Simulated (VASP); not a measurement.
Band structure of GaN (zinc blende). Calculation: revTPSS meta-GGA, VASP's PBE PAW potentials (set 64) (plane waves; VASP).

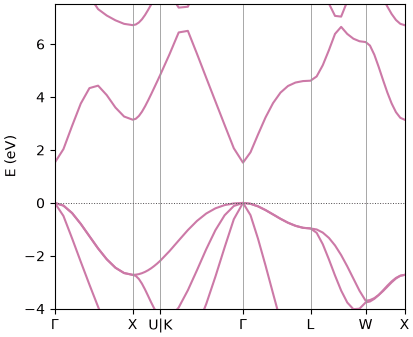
Fig. 1. Bands along high-symmetry lines, zero at the valence-band maximum or, without a gap, the Fermi level

Problem. Read the plot: is there a gap, and where are the band edges?

Solution. The gap is direct, 1.52 eV, from the valence maximum at Γ to the conduction minimum at Γ.

The compound is GaN in the zinc blende structure, a metastable form; wurtzite is the usual one. It was relaxed first.
